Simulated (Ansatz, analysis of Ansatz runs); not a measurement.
# Monovacancy in Ni: vacancy formation, PBEsol

How near does this set-up come to the measured vacancy formation? Subject: monovacancy in Ni. Set-up: PBEsol, 64-site cell, PBEsol lattice, 420 eV, k: 3x3x3 Gamma-centred. The model is a cell of 64 host atoms with 1 Ni taken out. The formation energy is the energy of the cell with the vacancy less that of the same number of atoms in the perfect cell. A local or semilocal functional is the cheapest first rung.

Measured beforehand: Vacancy formation energy: 1.6 eV (“Anomalous Diffusion along Metal/Ceramic Interfaces”, 2018, arxiv:1807.04708).

Program: Ansatz 0.2.0. Level of theory: plane-wave PAW DFT, PBEsol; relaxation of all atoms of a defect supercell. Results are calculated unless marked as measured.

### Step 1. Set-up

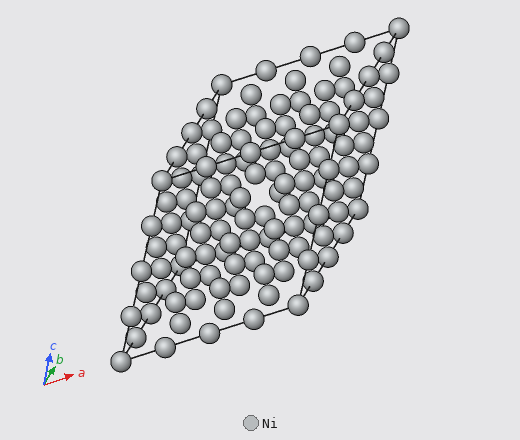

The cell as given, from a free direction (nickel light grey). Some periodic images of atoms are drawn too.

The cell holds 63 atoms: 63 Ni. Its edges and angles: a = 9.795 Å, b = 9.795 Å, c = 9.795 Å, α = 60.0°, β = 60.0°, γ = 60.0°. It derives from Ni (space group Fm-3m). Nearest the centre at fractional (0.500, 0.500, 0.500): Ni31 at 2.45 Å, Ni54 at 2.45 Å, Ni27 at 2.45 Å, Ni28 at 2.45 Å, Ni40 at 2.45 Å, Ni45 at 2.45 Å, Ni39 at 2.45 Å, Ni57 at 2.45 Å.

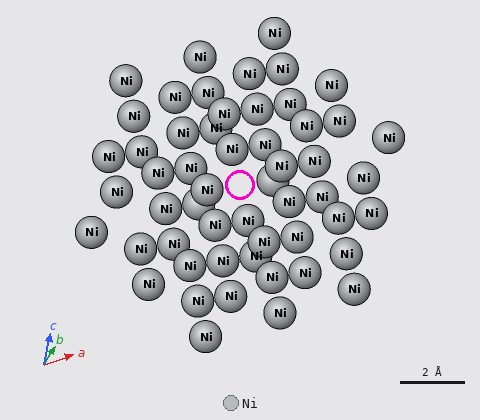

The atoms within 5 Å of the centre. A ring marks the centre wherever it is empty.

The host's primitive cell comes from a first run (plane-wave PAW DFT, PBEsol; relaxation of the host's cell and atoms): vectors of 2.449, 2.449 and 2.449 Å. That is 10.38 Å³ an atom, 5.1 % under the diffraction cell's volume. The supercell is built on it.

### Step 2. Relaxation, charge 0

Every later number rests on the structure around the defect, so the atoms are relaxed at the host's lattice first.

relax/input.yaml

```yaml
relax:
  f_tol: 0.02
  max_steps: 80
  escape_saddle: false
crystal:
  lattice:
    - [0.0, 6.92616936, 6.92616936]
    - [6.92616936, 0.0, 6.92616936]
    - [6.92616936, 6.92616936, 0.0]
  atoms:
    - { symbol: Ni, position: [0.0, 0.0, 0.0], spin: 0.7 }
    - { symbol: Ni, position: [0.0, 0.0, 0.25], spin: 0.7 }
    - { symbol: Ni, position: [0.0, 0.0, 0.5], spin: 0.7 }
    - { symbol: Ni, position: [0.0, 0.0, 0.75], spin: 0.7 }
    - { symbol: Ni, position: [0.0, 0.25, 0.0], spin: 0.7 }
    - { symbol: Ni, position: [0.0, 0.25, 0.25], spin: 0.7 }
    - { symbol: Ni, position: [0.0, 0.25, 0.5], spin: 0.7 }
    - { symbol: Ni, position: [0.0, 0.25, 0.75], spin: 0.7 }
    - { symbol: Ni, position: [0.0, 0.5, 0.0], spin: 0.7 }
    - { symbol: Ni, position: [0.0, 0.5, 0.25], spin: 0.7 }
    - { symbol: Ni, position: [0.0, 0.5, 0.5], spin: 0.7 }
    - { symbol: Ni, position: [0.0, 0.5, 0.75], spin: 0.7 }
    - { symbol: Ni, position: [0.0, 0.75, 0.0], spin: 0.7 }
    - { symbol: Ni, position: [0.0, 0.75, 0.25], spin: 0.7 }
    - { symbol: Ni, position: [0.0, 0.75, 0.5], spin: 0.7 }
    - { symbol: Ni, position: [0.0, 0.75, 0.75], spin: 0.7 }
    - { symbol: Ni, position: [0.25, 0.0, 0.0], spin: 0.7 }
    - { symbol: Ni, position: [0.25, 0.0, 0.25], spin: 0.7 }
    - { symbol: Ni, position: [0.25, 0.0, 0.5], spin: 0.7 }
    - { symbol: Ni, position: [0.25, 0.0, 0.75], spin: 0.7 }
    - { symbol: Ni, position: [0.25, 0.25, 0.0], spin: 0.7 }
    - { symbol: Ni, position: [0.25, 0.25, 0.25], spin: 0.7 }
    - { symbol: Ni, position: [0.25, 0.25, 0.5], spin: 0.7 }
    - { symbol: Ni, position: [0.25, 0.25, 0.75], spin: 0.7 }
    - { symbol: Ni, position: [0.25, 0.5, 0.0], spin: 0.7 }
    - { symbol: Ni, position: [0.25, 0.5, 0.25], spin: 0.7 }
    - { symbol: Ni, position: [0.25, 0.5, 0.5], spin: 0.7 }
    - { symbol: Ni, position: [0.25, 0.5, 0.75], spin: 0.7 }
    - { symbol: Ni, position: [0.25, 0.75, 0.0], spin: 0.7 }
    - { symbol: Ni, position: [0.25, 0.75, 0.25], spin: 0.7 }
    - { symbol: Ni, position: [0.25, 0.75, 0.5], spin: 0.7 }
    - { symbol: Ni, position: [0.25, 0.75, 0.75], spin: 0.7 }
    - { symbol: Ni, position: [0.5, 0.0, 0.0], spin: 0.7 }
    - { symbol: Ni, position: [0.5, 0.0, 0.25], spin: 0.7 }
    - { symbol: Ni, position: [0.5, 0.0, 0.5], spin: 0.7 }
    - { symbol: Ni, position: [0.5, 0.0, 0.75], spin: 0.7 }
    - { symbol: Ni, position: [0.5, 0.25, 0.0], spin: 0.7 }
    - { symbol: Ni, position: [0.5, 0.25, 0.25], spin: 0.7 }
    - { symbol: Ni, position: [0.5, 0.25, 0.5], spin: 0.7 }
    - { symbol: Ni, position: [0.5, 0.25, 0.75], spin: 0.7 }
    - { symbol: Ni, position: [0.5, 0.5, 0.0], spin: 0.7 }
    - { symbol: Ni, position: [0.5, 0.5, 0.25], spin: 0.7 }
    - { symbol: Ni, position: [0.5, 0.5, 0.75], spin: 0.7 }
    - { symbol: Ni, position: [0.5, 0.75, 0.0], spin: 0.7 }
    - { symbol: Ni, position: [0.5, 0.75, 0.25], spin: 0.7 }
    - { symbol: Ni, position: [0.5, 0.75, 0.5], spin: 0.7 }
    - { symbol: Ni, position: [0.5, 0.75, 0.75], spin: 0.7 }
    - { symbol: Ni, position: [0.75, 0.0, 0.0], spin: 0.7 }
    - { symbol: Ni, position: [0.75, 0.0, 0.25], spin: 0.7 }
    - { symbol: Ni, position: [0.75, 0.0, 0.5], spin: 0.7 }
    - { symbol: Ni, position: [0.75, 0.0, 0.75], spin: 0.7 }
    - { symbol: Ni, position: [0.75, 0.25, 0.0], spin: 0.7 }
    - { symbol: Ni, position: [0.75, 0.25, 0.25], spin: 0.7 }
    - { symbol: Ni, position: [0.75, 0.25, 0.5], spin: 0.7 }
    - { symbol: Ni, position: [0.75, 0.25, 0.75], spin: 0.7 }
    - { symbol: Ni, position: [0.75, 0.5, 0.0], spin: 0.7 }
    - { symbol: Ni, position: [0.75, 0.5, 0.25], spin: 0.7 }
    - { symbol: Ni, position: [0.75, 0.5, 0.5], spin: 0.7 }
    - { symbol: Ni, position: [0.75, 0.5, 0.75], spin: 0.7 }
    - { symbol: Ni, position: [0.75, 0.75, 0.0], spin: 0.7 }
    - { symbol: Ni, position: [0.75, 0.75, 0.25], spin: 0.7 }
    - { symbol: Ni, position: [0.75, 0.75, 0.5], spin: 0.7 }
    - { symbol: Ni, position: [0.75, 0.75, 0.75], spin: 0.7 }
basis:
  ecutwfc: 420
  xc_grid: 2
hamiltonian:
  xc: pbesol
kpoints:
  mp_grid: { grid: [3, 3, 3] }
magnetization:
  spin_polarized: true
scf:
  occupations: { method: methfessel_paxton, width: 0.1 }
  max_iter: 120
output:
  forces: true
checkpoint:
  write: "../relax.run"
  compress: false
  write_wavefunctions: true
  write_every: 100000
```

On the command line:

```bash
> ansatz run input.yaml --threads 4 --pin off --max-ram 14131MiB --backend cpu --events-out ev --progress --plain --runs-dir out
```

Numbers of over 12 decimals in the logs are rounded to 6 here.

Output:

```text
[... repeated set-up lines and file paths are left out, and long positions are rounded to six places ...]
Engine: ansatz 0.2.0, aarch64-unknown-linux-gnu
Pseudopotentials: kind: paw
Pseudopotential: Ni, paw, valence charge 18, recommended cutoff 420 eV (normal), Ni.paw.azcp
Functional definition: PBEsol
  exchange = pbesol_x
  correlation = pbesol_c
Crystal: 63 atoms, lattice volume = 664.522 Å³
Basis set: ecut = 420 eV, 12939 PW (Γ), exchange–correlation on 144×144×144 points (8 copies of the dense FFT grid, shifted against one another)
Bands: 707, of which v1, the nominal top of the filled ones, is band 567 counted from 1 (566 counted from 0)
Symmetry: 48 space group operations
Space group: Fm-3m (ITA 225), of the structure as read, at distance tolerance 8.7e-5 Å
Magnetic group: BNS 225.116 (UNI 1618), of the structure as read, at distance tolerance 8.7e-5 Å
k-points: 4 of 27
Non-local potential: Ni, projectors of the file, l = 0: 3, l = 1: 2, l = 2: 3, l = 3: 1
PAW form: soft (Blöchl's): semilocal exchange-correlation on the pseudo side does not see the compensation charge
PAW frozen core: Ni, regenerated for the run's functional, and the local potential with it (the file was generated under x = pbe(κ = 0.804, μ = 0.219515), c = pbe(β = 0.066725))
PAW one-centre angular grid: Ni, 590 points (default); XC on 64 Gauss nodes
Initial density: superposition of atomic densities (chi_scale 0.1, normalization cell)
Starting moments: Σ|m| = 44.1 μB on 63 of 63 sites
Initial wavefunctions: pseudopotential atomic-orbital guess
Functional: x = pbesol(κ = 0.804, μ = 0.123457), c = pbesol(β = 0.046)
SCF iter   1: F=—  HF=-365667.570789 eV  |F-HF|=—  |Δ(HF+E_count)|=         —  Δρ=9.08e-2 (↑2.74e-2 ↓9.08e-2)  dr2=5.37e1  dr2_m=6.55e0  M=49.437 μB ∫|m|=51.330 μB  β_m=0.30  ethr=3.10e-3  ⟨swp⟩=4.5  Hψ=16975  notcnv=0  defer=193
Mixer restart at iter 1: flushing history
preconditioner: auto → Kerker (q_TF=auto, 2.982 Å⁻¹)  [metal: Δε(μ)=0.014 eV  Ē_g=8.440 eV  σ=0.100 eV  W_gap=0.08  n_scr=306 (ndim 8)  ℏωp=36.2 eV  f_vac=0.003  D(μ)=93.93/eV (n_scr^D=1458)]
spin=Collinear: Kerker preconditioning applied to the charge; magnetization (m = ρ↑ − ρ↓) channel mixes plain (no charge-response kernel on spin).
SCF iter   2: F=—  HF=-365654.864364 eV  |F-HF|=—  |Δ(HF+E_count)|=    1.27e1  Δρ=2.80e-2 (↑2.80e-2 ↓2.46e-2)  dr2=1.87e0  dr2_m=3.39e0  M=48.661 μB ∫|m|=51.195 μB  β_m=0.32  ethr=3.10e-3  ⟨swp⟩=2.5  Hψ=8858  notcnv=0  defer=868
SCF iter   3: F=—  HF=-365676.183345 eV  |F-HF|=—  |Δ(HF+E_count)|=    2.13e1  Δρ=2.56e-2 (↑2.56e-2 ↓1.10e-2)  dr2=2.21e0  dr2_m=1.44e0  M=47.550 μB ∫|m|=50.887 μB  β_m=0.66  ethr=1.65e-4  ⟨swp⟩=2.2  Hψ=9694  notcnv=0  defer=879
SCF iter   4: F=—  HF=-365709.509610 eV  |F-HF|=—  |Δ(HF+E_count)|=    3.33e1  Δρ=1.99e-2 (↑1.85e-2 ↓1.99e-2)  dr2=6.74e0  dr2_m=2.99e-2  M=44.724 μB ∫|m|=49.779 μB  β_m=0.83  ethr=1.65e-4  ⟨swp⟩=2.4  Hψ=9202  notcnv=0  defer=879
SCF iter   5: F=—  HF=-365711.939197 eV  |F-HF|=—  |Δ(HF+E_count)|=    2.43e0  Δρ=1.42e-2 (↑9.86e-3 ↓1.42e-2)  dr2=2.41e0  dr2_m=3.48e-2  M=43.378 μB ∫|m|=48.685 μB  β_m=0.59  ethr=1.65e-4  ⟨swp⟩=2.0  Hψ=9135  notcnv=0  defer=880
SCF iter   6: F=—  HF=-365711.597467 eV  |F-HF|=—  |Δ(HF+E_count)|=   3.42e-1  Δρ=3.04e-3 (↑2.10e-3 ↓3.04e-3)  dr2=4.02e-1  dr2_m=3.42e-3  M=43.361 μB ∫|m|=48.641 μB  β_m=0.67  ethr=1.65e-4  ⟨swp⟩=2.0  Hψ=9081  notcnv=0  defer=880
SCF iter   7: F=—  HF=-365711.736209 eV  |F-HF|=—  |Δ(HF+E_count)|=         —  Δρ=2.01e-3 (↑1.86e-3 ↓2.01e-3)  dr2=4.35e-2  dr2_m=1.88e-2  M=42.481 μB ∫|m|=47.802 μB  β_m=0.67  ethr=3.55e-5  ⟨swp⟩=2.0  Hψ=7462  notcnv=0  defer=880
Mixer restart at iter 7: flushing history
SCF iter   8: F=—  HF=-365711.738085 eV  |F-HF|=—  |Δ(HF+E_count)|=   1.88e-3  Δρ=1.84e-3 (↑9.70e-4 ↓1.84e-3)  dr2=3.38e-2  dr2_m=7.67e-3  M=42.309 μB ∫|m|=47.620 μB  β_m=0.84  ethr=3.84e-6  ⟨swp⟩=2.1  Hψ=8550  notcnv=0  defer=880
SCF iter   9: F=—  HF=-365711.742421 eV  |F-HF|=—  |Δ(HF+E_count)|=   4.34e-3  Δρ=2.16e-3 (↑1.28e-3 ↓2.16e-3)  dr2=5.29e-2  dr2_m=3.32e-3  M=42.255 μB ∫|m|=47.555 μB  β_m=0.72  ethr=2.98e-6  ⟨swp⟩=2.1  Hψ=9899  notcnv=0  defer=880
SCF iter  10: F=—  HF=-365711.732869 eV  |F-HF|=—  |Δ(HF+E_count)|=   9.55e-3  Δρ=6.10e-4 (↑2.43e-4 ↓6.10e-4)  dr2=3.76e-3  dr2_m=3.48e-4  M=42.143 μB ∫|m|=47.426 μB  β_m=0.72  ethr=2.98e-6  ⟨swp⟩=2.0  Hψ=8039  notcnv=0  defer=880
SCF iter  11: F=—  HF=-365711.732923 eV  |F-HF|=—  |Δ(HF+E_count)|=   5.38e-5  Δρ=2.39e-4 (↑2.39e-4 ↓1.85e-4)  dr2=1.87e-3  dr2_m=7.70e-5  M=42.147 μB ∫|m|=47.431 μB  β_m=0.80  ethr=3.32e-7  ⟨swp⟩=2.0  Hψ=9188  notcnv=0  defer=880
SCF iter  12: F=—  HF=-365711.732987 eV  |F-HF|=—  |Δ(HF+E_count)|=   6.43e-5  Δρ=4.25e-4 (↑1.49e-4 ↓4.25e-4)  dr2=2.34e-3  dr2_m=1.54e-4  M=42.193 μB ∫|m|=47.477 μB  β_m=0.80  ethr=1.65e-7  ⟨swp⟩=2.0  Hψ=8124  notcnv=0  defer=880
SCF iter  13: F=—  HF=-365711.733295 eV  |F-HF|=—  |Δ(HF+E_count)|=   3.08e-4  Δρ=4.41e-4 (↑2.48e-4 ↓4.41e-4)  dr2=1.78e-3  dr2_m=7.73e-5  M=42.208 μB ∫|m|=47.494 μB  β_m=0.55  ethr=1.65e-7  ⟨swp⟩=2.0  Hψ=9831  notcnv=0  defer=880
[...]
SCF iter  23: F=—  HF=-365711.454599 eV  |F-HF|=—  |Δ(HF+E_count)|=   2.15e-5  S|Δr|=    0.00e0  Δρ=1.22e-4 (↑5.89e-5 ↓1.22e-4)  dr2=1.10e-4  dr2_m=1.95e-5  M=43.648 μB ∫|m|=48.981 μB  β_m=0.36  ethr=1.08e-8  ⟨swp⟩=2.0  Hψ=7295  notcnv=0  defer=880
SCF iter  24: F=—  HF=-365711.454605 eV  |F-HF|=—  |Δ(HF+E_count)|=   6.11e-6  S|Δr|=    0.00e0  Δρ=1.25e-4 (↑3.90e-5 ↓1.25e-4)  dr2=1.49e-4  dr2_m=1.54e-5  M=43.648 μB ∫|m|=48.985 μB  β_m=0.28  ethr=9.68e-9  ⟨swp⟩=2.0  Hψ=6940  notcnv=0  defer=880
SCF iter  25: F=-365711.454594 eV  HF=-365711.454601 eV  |F-HF|=7.24e-6  |Δ(HF+E_count)|=   3.89e-6  S|Δr|=    0.00e0  Δρ=3.70e-5 (↑1.05e-5 ↓3.70e-5)  dr2=8.60e-6  dr2_m=2.16e-6  M=43.651 μB ∫|m|=48.991 μB  ethr=8.82e-10  ⟨swp⟩=2.0  Hψ=15863  notcnv=0
SCF 1 converged in 25 iterations: F = -365711.454594 eV  dr2 = 8.60e-6
  greatest PAW one-centre occupation: 1.001 electrons in one spin orbital (limit 2), on the Ni atom at site 57 (counted from 0), in its partial waves of l = 1
relax step   1: F+E_penalty+E_count = -365711.45459393 eV  Δ(F+E_penalty+E_count) = +0.000e0 eV  max|allowed force component| = 1.809e-1 eV/Å  Δτ_max = 0.0000 Å  (25 SCF iters, dr2 threshold 1.00e-5 eV, accepted)
[...]
relax step   2: F+E_penalty+E_count = -365711.48293009 eV  Δ(F+E_penalty+E_count) = -2.834e-2 eV  max|allowed force component| = 1.272e-1 eV/Å  Δτ_max = 0.0088 Å  (16 SCF iters, dr2 threshold 2.05e-6 eV, accepted)
relax step   3: F+E_penalty+E_count = -365711.50744080 eV  Δ(F+E_penalty+E_count) = -2.451e-2 eV  max|allowed force component| = 7.143e-3 eV/Å  Δτ_max = 0.0199 Å  (19 SCF iters, dr2 threshold 1.01e-6 eV, accepted)
[...]
relax step   4: F+E_penalty+E_count = -365711.50744102 eV  Δ(F+E_penalty+E_count) = -2.268e-7 eV  max|allowed force component| = 7.168e-3 eV/Å  Δτ_max = 0.0000 Å  (7 SCF iters, accepted)
NSCF: frozen V_eff on 4 k-points
the band table was solved once a step of the walk had ended and its energy, with any forces and stress, was formed, with the checks that follow a solve (17262 applications of the Hamiltonian). They found nothing against the state; [...]
SCF converged after 7 iterations
Stability not checked: this state was not tested for a lower state beside it, because cold or Methfessel-Paxton smearing, or corrected tetrahedra, fill the levels in a way that the test cannot read (fill_not_monotonic; see scf.lower_state_search)
Magnetization: 43.6384 μB (588.8192 up, 545.1808 down)
Absolute magnetization: 49.0359 μB (∫|ρ↑−ρ↓|, with the PAW one-centre terms)
Spin contamination: 0.4197 ħ² per cell (⟨S²⟩ above its minimum at these occupations)
Per-site moments (μB) at R_I (Å): [(0.723455, 1.010743), (0.729550, 1.009493), (0.744721, 1.009493), [... 60 left out ...]
Free energy (F): -365711.507441 eV
Harris-Foulkes:  -365711.507441 eV  (|F-HF|=1.32e-8)
Internal energy: -365711.491433 eV  (E = F + TS)
E sigma→0 (E₀):  -365711.503439 eV
Entropy (-TS):   -0.016008 eV (-0.254 meV/atom)
Fermi energy:    18.715680 eV
--- Per-component energies (eV) ---
  E_band       = -17329.251268
  E_kinetic    = 17828.066405
  E_local      = -215223.108010  (includes V_loc(G=0)·N_el)
  E_nonlocal   = 40052.188642
  E_hartree    = 89899.844730
  E_xc         = -5343.201925
  E_vxc        = -6915.724693  (∫ρ·V_xc dr)
  E_paw        = -100425.719072  (= ΣΔE_a)
  E_vpaw       = -32870.402460  (= ΣTr[D̂ρ^β])
  E_aug_tail   = 0.030255  (compensation charges beyond the density's cutoff)
  E_ewald      = -192512.021654
  E_core_change = 12.429197  (= ΣΔE_core)
  E_smearing   = -0.016008  (= −TS)
  E_closure    = 0.000000  (closes the sum)
  Σ components = -365711.507441   (vs F -365711.507441, Δ=0.00e0)
--- Forces (eV/Å), atoms counted from 1 ---
  atom   1  Ni    -0.00000000     0.00000000    -0.00000000
  atom   2  Ni     0.00244337     0.00244337     0.00000000
  [... 24 atoms left out ...]
  atom  27  Ni     0.00000000    -0.00093135    -0.00093135
  atom  28  Ni     0.00093135     0.00000000    -0.00093135
  [... 2 atoms left out ...]
  atom  31  Ni     0.00093135    -0.00093135     0.00000000
  [... 7 atoms left out ...]
  atom  39  Ni    -0.00093135    -0.00000000    -0.00093135
  atom  40  Ni    -0.00000000     0.00093135    -0.00093135
  [... 2 atoms left out ...]
  atom  43  Ni     0.00093135     0.00093135     0.00000000
  [... 1 atom left out ...]
  atom  45  Ni     0.00000000    -0.00093135     0.00093135
  atom  46  Ni     0.00093135     0.00000000     0.00093135
  [... 7 atoms left out ...]
  atom  54  Ni    -0.00093135     0.00093135    -0.00000000
  [... 3 atoms left out ...]
  atom  58  Ni    -0.00000000     0.00093135     0.00093135
  [... 5 atoms left out ...]
  max |Σ_I F_I| component: 5.10e-18 eV/Å
--- Band table (eV; the first three rows and the last of 8) ---
  k-point 0 ↑: bands = ["-84.7816", "-84.7686", "-84.7686", "-84.7686", [... 699 left out ...] "32.0384", "33.4600", "33.4957", "33.4957"]
  k-point 1 ↑: bands = ["-84.7794", "-84.7738", "-84.7691", "-84.7691", [... 699 left out ...] "31.7749", "31.7749", "32.3011", "32.3168"]
  [... further k-points left out ...]
--- Relaxed structure (4 steps of the walk, 4 accepted, 0 SCFs on fresh bases) ---
  F+E_penalty+E_count = -365711.50744102 eV   max|allowed force component| = 7.168e-3 eV/Å
  atoms:
    - { symbol: Ni, position: [0, 0, 0] }
    - { symbol: Ni, position: [0, 0, 0.250155] }
    [... 24 atoms left out ...]
    - { symbol: Ni, position: [0.252928, 0.5, 0.5] }
    - { symbol: Ni, position: [0.252928, 0.500000, 0.747072] }
    [... 2 atoms left out ...]
    - { symbol: Ni, position: [0.252928, 0.747072, 0.5] }
    [... 7 atoms left out ...]
    - { symbol: Ni, position: [0.5, 0.252928, 0.5] }
    - { symbol: Ni, position: [0.500000, 0.252928, 0.747072] }
    [... 2 atoms left out ...]
    - { symbol: Ni, position: [0.5, 0.5, 0.747072] }
    [... 1 atom left out ...]
    - { symbol: Ni, position: [0.500000, 0.747072, 0.252928] }
    - { symbol: Ni, position: [0.5, 0.747072, 0.5] }
    [... 7 atoms left out ...]
    - { symbol: Ni, position: [0.747072, 0.252928, 0.5] }
    [... 3 atoms left out ...]
    - { symbol: Ni, position: [0.747072, 0.5, 0.5] }
    [... 5 atoms left out ...]
```

Wall time 14 min (4 threads of Arm Neoverse V2, shared host); peak memory 11 GiB; 53 min of CPU time.

(Part 1 of 2 ends here.)

[Logs are printed without paths, hosts, clocks, repeated set-up lines and the standing remarks that a program may print on its own settings, such as how far it seeks lower states.]

[Hosts, paths, dates, database ids (printed as entryN), source tags and the programs' standing remarks are cut or masked in the printed files.]

[For some hosts the program warned that the k-mesh of the response run may be too coarse for force constants and the static dielectric constant; such warnings are not shown here.]
